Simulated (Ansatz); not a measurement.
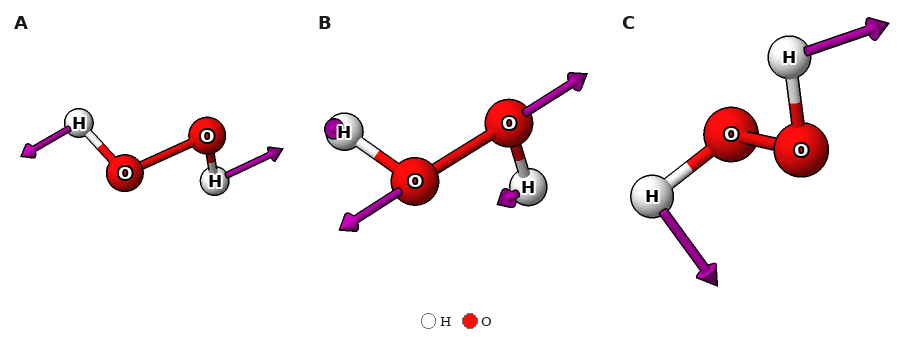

3 normal modes of one molecule or complex, as arrows. Harmonic vibrations computed with RKS PBE0-D4/def2-TZVP (Ansatz 0.2.0) at a stationary point of the same level.

Match the panels to the wavenumbers 396 cm⁻¹, 1008 cm⁻¹, 1464 cm⁻¹.

A: 1464 cm⁻¹, H–O–O bending
B: 1008 cm⁻¹, O–O stretching
C: 396 cm⁻¹, a torsion or out-of-plane motion in which bond lengths and bond angles hardly change
